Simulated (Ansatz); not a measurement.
Relaxed TiB2 (AlB2 type, space group P6/mmm):

```
TiB2
1.0
    6.06368     0.00000     0.00000
   -1.51592     2.62565     0.00000
    0.00000     0.00000     3.22428
Ti B
2 4
Cartesian
  0.00000   0.00000   0.00000
  3.03184   0.00000   0.00000
  0.00000   1.75043   1.61214
  3.03184   1.75043   1.61214
  1.51592   0.87522   1.61214
  4.54776   0.87522   1.61214
```

The atoms are displaced by Q × the pattern below (from a DFPT mode at M = (0.5, 0.0, 0.0), largest move 1; Q in Å), at fixed cell. (q is in reciprocal vectors of the primitive cell; the cell shown is doubled to hold the pattern.)

| atom | x | y | z |
|---|---|---|---|
| B3 | -0.500 | 0.866 | 0.000 |
| B4 | 0.500 | -0.866 | 0.000 |
| B5 | -0.500 | 0.866 | 0.000 |
| B6 | 0.500 | -0.866 | 0.000 |

Atoms not listed stay in place.

These are PBE (plane waves to 420 eV, PAW, scalar-relativistic; Ansatz, a quantum-chemistry and plane-wave program) values and carry that method's errors. k mesh 9×18×14 (Γ-centred), Fermi-Dirac smearing 0.05 eV. The energy includes the smearing's −TS. With partly filled bands, energies and forces of such displacements shift with the k mesh and the smearing. The PAW data are Ansatz's earlier set. TiB2 is run without spin polarisation. TiB2 was relaxed with its symmetry unable to fall. ΔE is measured from the undisplaced structure.

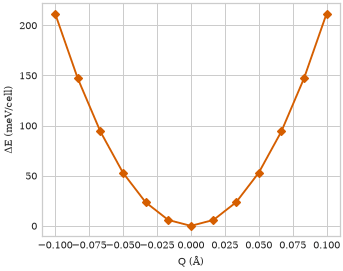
Figure: ΔE (meV/cell) against Q (Å); computed points joined by lines.

Q: What is the energy change at Q = 0.100 Å?

A: About 210 meV/cell.

Q: What harmonic wavenumber does the curvature at Q = 0 give?

A: About 520 cm⁻¹.

(For displaced atoms, the force is minus the slope of the energy, and its curvature is a force constant, which sets phonon frequencies.)
